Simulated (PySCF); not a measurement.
# H2O2Yb (Yb(OH)2+): the cost of one run

Program: PySCF 2.14.0. Level of theory: r2SCAN, Yb lcecp-1-SVP with ECP59, O def2-SVP, H def2-SVP; scalar-relativistic core potentials, no spin–orbit coupling. These are calculated values, not measurements.

6 further runs of the same task are left out: 2 for a known fault of the program, 2 that didn't finish, 2 set aside as unsound or not needed.

### 1 The starting structure

5 atoms, charge 1, spin multiplicity 1.

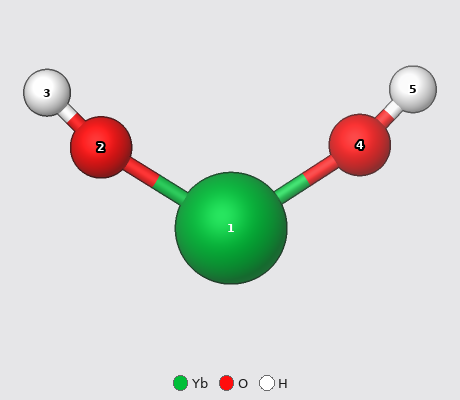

The structure; ytterbium green, oxygen red, hydrogen white; atoms are numbered from 1 in the order of the file.

As a file:

```xyz
5
H2O2Yb
Yb   -0.0202   -0.9465    0.0755
O     0.0016    0.2040    1.6161
H     0.0163    0.9449    2.2332
O     0.0016   -0.0547   -1.6280
H     0.0163    0.5791   -2.3548
```

Formal oxidation states: Yb +3. Each metal's 13 4f electrons lie in its core potential, so multiplicities, spins and levels count the valence alone. An earlier session relaxed this geometry at r2SCAN, Yb lcecp-1-SVP with ECP59, O def2-SVP, H def2-SVP (singlet, point group C2v).

Its energy there is -190.771014 Eh.

### 2 Atoms moved at random, σ = 0.15 Å

File run.py (the lines that set the calculation):

```python
mol = gto.M(atom='''
Yb    -0.10575    -0.96185     0.16082
O      0.08346     0.22202     1.48560
H      0.18034     0.81740     2.18043
O     -0.02308    -0.05922    -1.49735
H     -0.11946     0.70844    -2.38745''',
    basis={'Yb': 'lcecp-1-SVP', 'O': 'def2-SVP', 'H': 'def2-SVP'},
    ecp={'Yb': 'lcecp-1-SVP'},
    charge=1, spin=0)
mf = dft.RKS(mol, xc='R2SCAN')
mf.grids.atom_grid = (50, 194)  # f atoms: unpruned, at least (60, 302)
mf = mf.density_fit()  # fitting sets: Yb AutoAux, O def2-universal-JKFIT, H def2-universal-JKFIT
mf.conv_tol = 1e-08; mf.max_cycle = 55
mf.kernel(dm0)  # dm0: the density of the relaxed state
```

Command:

```
$ OMP_NUM_THREADS=2 python run.py
```

**Question.** How long does this run take on 2 threads of AMD EPYC 9R45 (Zen 5), shared host?

About 2.2 s.
